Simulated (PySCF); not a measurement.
# C$_{12}$H$_{12}$Ge: excited-state calculation

The run: excited-state calculation of C$_{12}$H$_{12}$Ge, SMILES c1cc[c]([GeH2][c]2ccccc2)cc1. Method and program: TDDFT wB97X-D/def2-SVPD, vertical, gas phase, core orbitals frozen in the response (PySCF 2.14.0).

The geometry comes from this level: PBE0-D3(BJ)/def2-SVP.

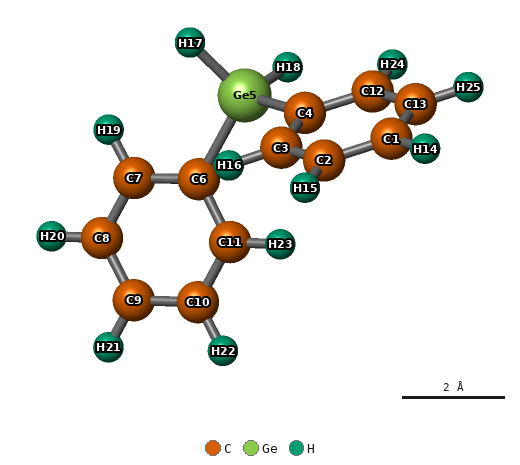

Figure 1. The structure (ball-and-stick view, seen at a tilt; atoms are numbered from 1 in the order of the input). Sticks mark near contacts. Bond lengths as drawn: C–C 1.39 to 1.40 Å, C–Ge 1.95 Å, C–H 1.09 Å and Ge–H 1.54 Å.

## Summary

| quantity | value |
| --- | --- |
| outcome | converged |
| total energy | −2540.820800 hartree |
| HOMO | −8.96 eV |
| LUMO | 1.03 eV |
| dipole moment | 0.81 D |
| mean polarisability | 166.48 a.u. |
| lowest singlet excitation | 5.38 eV |
| hardware | 2 CPU threads, shared host |
| wall time | 1.8 min (CPU time 4.1 min) |
| peak memory | 3.1 GiB |

## Notes

Spin–orbit coupling is left out, which matters for the heavy atoms.

## Input file
```
{"job": {"kind": "uv", "xc": "wB97X-D", "basis": "def2-SVPD", "ip": false}, "charge": 0, "multiplicity": 1}
C     -4.222224     0.840113     0.214619
C     -3.114702     1.172586     0.994797
C     -1.968613     0.380763     0.950853
C     -1.909874    -0.754596     0.129866
Ge    -0.301413    -1.850703     0.076156
C      1.253576    -0.707801    -0.196581
C      2.513383    -1.074926     0.294662
C      3.625803    -0.259993     0.088526
C      3.491107     0.938725    -0.610888
C      2.242724     1.319419    -1.101135
C      1.132474     0.501627    -0.894218
C     -3.028546    -1.073419    -0.650434
C     -4.177707    -0.283540    -0.608798
H     -5.121346     1.460434     0.247083
H     -3.143565     2.054530     1.639635
H     -1.104205     0.658466     1.561633
H     -0.102622    -2.623618     1.396954
H     -0.457935    -2.872575    -1.069505
H      2.632304    -2.008764     0.852455
H      4.601403    -0.559812     0.479410
H      4.361274     1.580223    -0.770816
H      2.131968     2.260174    -1.646342
H      0.156329     0.815077    -1.276222
H     -3.005378    -1.950230    -1.304140
H     -5.041580    -0.546042    -1.224561
```

The first line tells a small driver script what to run in PySCF; the rest is the geometry in Å.

Launched with:
```bash
OMP_NUM_THREADS=2 python <driver script> task.json out
```

## Log
```
coarse grid: 99240 points
cycle   1  E = -2540.7701210432  dE =  1.862e+00  |g| = 4.764e-01  |ddm| = 1.918e+01
cycle   2  E = -2540.7982410290  dE = -2.812e-02  |g| = 4.082e-01  |ddm| = 5.119e+00
cycle   3  E = -2540.8209656034  dE = -2.272e-02  |g| = 4.458e-02  |ddm| = 3.029e+00
cycle   4  E = -2540.8213640654  dE = -3.985e-04  |g| = 1.656e-02  |ddm| = 4.099e-01
cycle   5  E = -2540.8214322053  dE = -6.814e-05  |g| = 3.322e-03  |ddm| = 9.909e-02
cycle   6  E = -2540.8214350124  dE = -2.807e-06  |g| = 1.955e-03  |ddm| = 2.907e-02
final grid: 212000 points
cycle   7  E = -2540.8207979390  dE = -4.411e-06  |g| = 2.563e-03  |ddm| = 9.030e-02
cycle   8  E = -2540.8207972063  dE =  7.328e-07  |g| = 3.071e-03  |ddm| = 2.264e-02
cycle   9  E = -2540.8207997447  dE = -2.538e-06  |g| = 2.100e-04  |ddm| = 1.212e-02
cycle  10  E = -2540.8207997561  dE = -1.145e-08  |g| = 7.835e-05  |ddm| = 1.747e-03
cycle  11  E = -2540.8207997583  dE = -2.136e-09  |g| = 1.229e-05  |ddm| = 6.923e-04
cycle  12  E = -2540.8207997583  dE = -5.457e-11  |g| = 7.059e-06  |ddm| = 1.233e-04
```

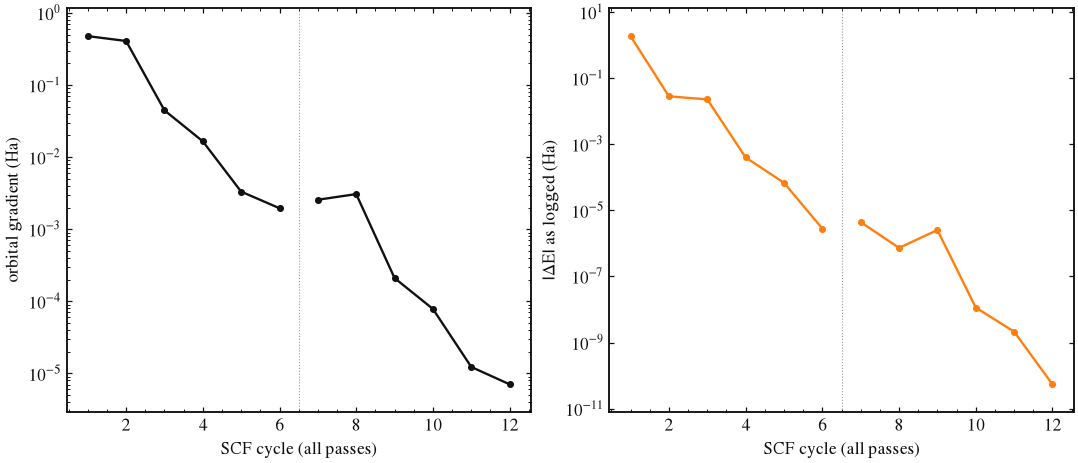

Figure 2. Convergence of the self-consistent field: orbital gradient and size of the energy change against the SCF cycle. The dotted line marks the change from a coarse to the final integration grid. The first 6 cycles use a coarse grid, the final grid takes over at cycle 7, and the field converges after 12 cycles in all.

```
converged SCF energy = -2540.8207997583

Static polarisability (au): isotropic 166.481, principal 122.826 160.409 216.209

Singlet excitations
state   eV       nm        f      main configurations
  1   5.3845    230.3   0.00156   H-1->L+1 0.25, H->L+2 0.21, H-2->L+3 0.11
  2   5.3971    229.7   0.00088   H-3->L+2 0.21, H-2->L 0.21, H->L+3 0.18
  3   6.0051    206.5   0.08776   H->L+1 0.26, H->L 0.13, H-1->L+2 0.10
  4   6.0677    204.3   0.01719   H->L 0.20, H-2->L+2 0.17, H->L+1 0.17
  5   6.6426    186.7   0.07781   H-4->L+1 0.21, H->L+1 0.14, H-4->L 0.09
  6   6.6958    185.2   0.01178   H-4->L 0.33, H-4->L+1 0.15, H->L 0.11
  7   6.7632    183.3   1.35664   H->L+2 0.15, H-2->L 0.14, H-1->L+1 0.12
  8   6.8014    182.3   0.14891   H->L+2 0.15, H-4->L+2 0.15, H-5->L 0.13
  9   6.9274    179.0   0.03449   H-4->L+2 0.19, H-4->L 0.15, H-5->L+3 0.12
 10   6.9567    178.2   0.38756   H-2->L+2 0.27, H-1->L 0.12, H->L+3 0.10

Triplet excitations (Tamm-Dancoff, eV): 4.1476 4.1497 4.7776 4.7840
```

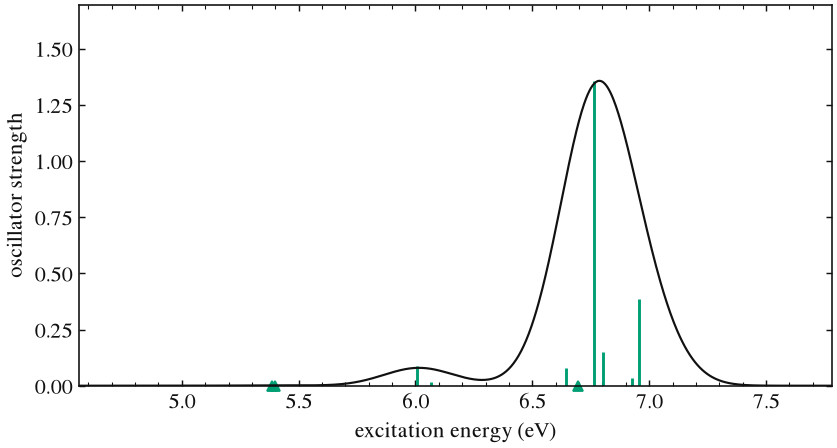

Figure 3. Computed excitations as sticks (degenerate states added up, dark ones marked on the axis), with a Gaussian envelope of 0.35 eV full width at half maximum, scaled to the tallest. Of the 10 states the lowest lies at 5.38 eV (f = 0.002); the strongest line is at 6.76 eV, or 183 nm (f = 1.357).

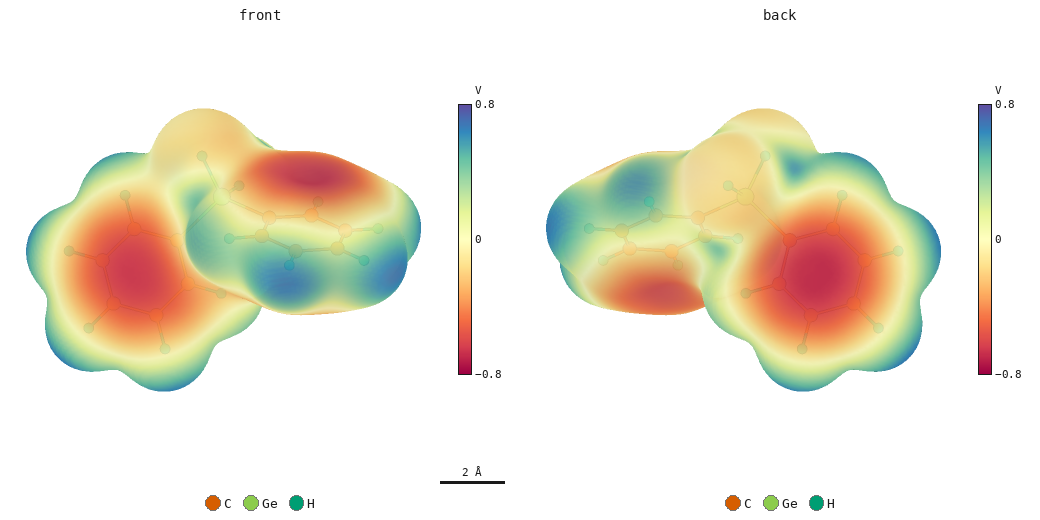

Figure 4. The molecular electrostatic potential painted on the density surface at 0.001 e/bohr³, seen at a tilt and from behind; red is negative and blue positive. Its dipole moment is 0.81 D.

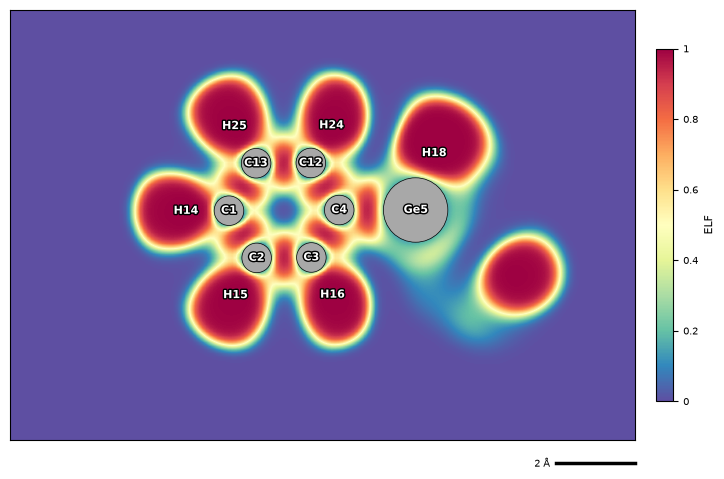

Figure 5. ELF on the plane of atoms C2, C3 and H16. Grey discs, where drawn, cover atomic cores. Atoms in the plane: C, Ge and H. C–C (1.39 Å): the ELF peaks at about 0.95 between the atoms (a covalent bond). C–Ge (1.95 Å): the ELF peaks at about 0.95 in the valence shell of C, 0.7 Å from its nucleus, and is about 0.70 at the midpoint. Ge–H (1.54 Å): the ELF climbs to about 1 towards the hydrogen.

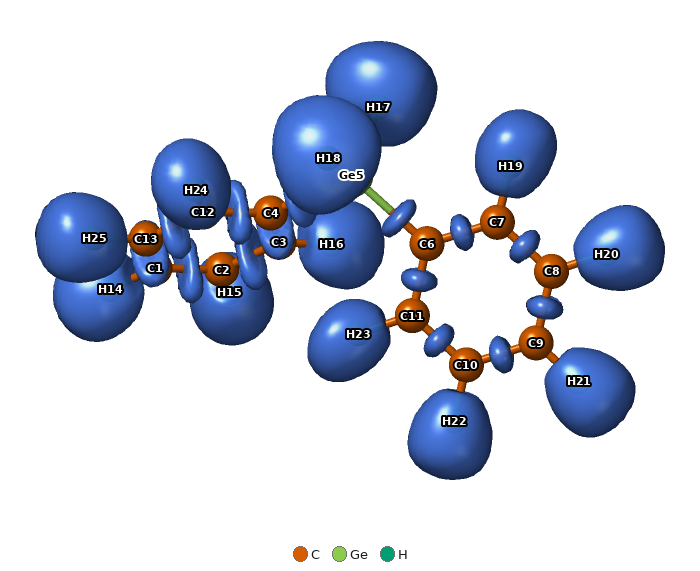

Figure 6. Isosurface of the ELF at 0.85 (blue), seen at an oblique angle. Core shells and regions of very low density are left out. The ELF exceeds this value in twelve regions between bonded C–C atoms (shared pairs), twelve regions around hydrogen nuclei and two lobes of the valence shell of C pointing towards Ge. Values along the shortest contacts: C–Ge (1.95 Å): the ELF peaks at about 0.95 in the valence shell of C, 0.7 Å from its nucleus, and is about 0.70 at the midpoint.
